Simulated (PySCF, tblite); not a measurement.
# C₆H₁₀B radical: geometry, infrared bands and EPR parameters

Aim: predict the infrared bands and EPR parameters of C₆H₁₀B radical (`[CH2][C@H]1C=C(C)BC1`).

Computed with tblite 0.8.0 and PySCF 2.14.0, with density-fitted response routines of our own, on a single molecule in the gas phase. Atoms are numbered from 0 throughout.

### Step 1. Starting geometry

17 atoms, charge 0, multiplicity 2; geometry from: force field or distance geometry start.

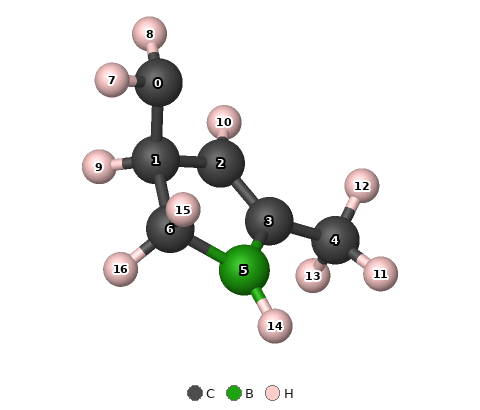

As it starts; carbon dark grey, boron green, hydrogen pink, atoms numbered; sticks join atoms by distance.

### Step 2. Geometry optimisation with GFN2-xTB

The job: settings as JSON, then the geometry in Å.

```
{"job": {"kind": "relax", "xc": "GFN2-xTB", "basis": "xTB"}, "charge": 0, "multiplicity": 2}
C     -1.953700     1.364300     0.519700
C     -1.118500     0.539900    -0.447200
C      0.357300     0.822000    -0.218300
C      1.070500    -0.232100     0.094500
C      2.556500    -0.237700     0.292900
B      0.160500    -1.484500     0.126200
C     -1.295500    -0.976800    -0.199400
H     -3.033600     1.146200     0.377500
H     -1.791000     2.448100     0.344700
H     -1.387600     0.788100    -1.481800
H      0.776400     1.812700    -0.349900
H      2.863400    -1.090600     0.929400
H      2.878300     0.710200     0.780100
H      3.056600    -0.329400    -0.706400
H      0.494300    -2.585600     0.357800
H     -1.967000    -1.201300     0.676600
H     -1.673800    -1.481500    -1.106400
```

On the command line:

```
> OMP_NUM_THREADS=1 python probes_run.py task.json out
```

The driver reads the jobs from task.json and runs them one after another.

**Question.** This job is followed by: GFN2-xTB harmonic vibrations, gas phase; UKS B3LYP, pcH-1 on B C H, non-relativistic, mean-field spin-orbit, GIAO. Predict these results of the whole session: strongest single infrared mode (GFN2-xTB); zero-point energy (GFN2-xTB); g(iso) (B3LYP); ⟨S²⟩; largest a(iso) (averaged by class); surface potential, least and greatest.

The runs gave:

```
                                 quantity                  value
strongest single infrared mode (GFN2-xTB)  2664 cm⁻¹, 165 km/mol
             zero-point energy (GFN2-xTB)          86.6 kcal/mol
                           g(iso) (B3LYP)                2.00255
                                     ⟨S²⟩     0.754 (exact 0.75)
       largest a(iso) (averaged by class)    13C on C0, 88.3 MHz
    surface potential, least and greatest     -0.36 V and 0.76 V
```

What this shows: Relaxing lowered the energy by 0.535 eV in 122 steps; the close pair that moved most is C0–C1, from 1.521 to 1.470 Å. The lowest mode is imaginary (50i cm⁻¹), so the xTB geometry is not a minimum. The strongest single mode, at 2664 cm⁻¹, moves mainly H14. GFN2-xTB is a fitted tight-binding method: band positions and strengths are rough. Its intensities can rank the bands wrongly. Most of the unpaired spin sits on C0 (1.07 e). The isotropic g lies 0.2 ppt above the free-electron value.
